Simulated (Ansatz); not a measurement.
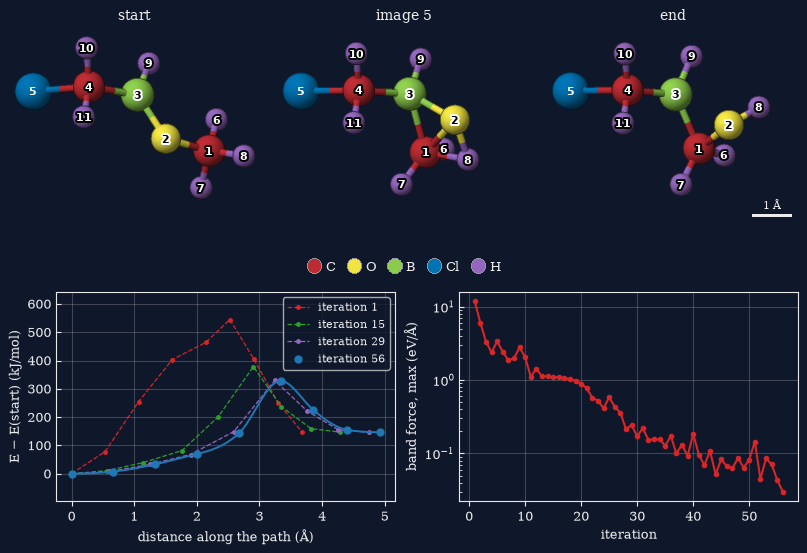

NEB run on C2H6BClO. Images are numbered from 0 (start) to 8 (end). The plot follows the band through its iterations. A ball-and-stick model, seen from a free direction.

Theory: Ansatz 0.2.0, RKS PBE/cc-pVDZ. Set-up: 7 movable images; climbing image from the first iteration; force threshold 0.03 eV/Å; iteration limit 60; optimiser FIRE; starting path through a guess of the saddle point.

Judge this run.

Answer. The run is converged, with reservations. The band converged in 56 iterations. The largest component of the band force went from 12 to 0.03 eV/Å. The climbing image converged on the top of the path. Its curvatures weren't checked. The first iteration put the highest image at 544.9 kJ/mol. Forward barrier 328.0 kJ/mol, backward barrier 181.2 kJ/mol, with image 5 at the top; the reaction energy is +146.8 kJ/mol.
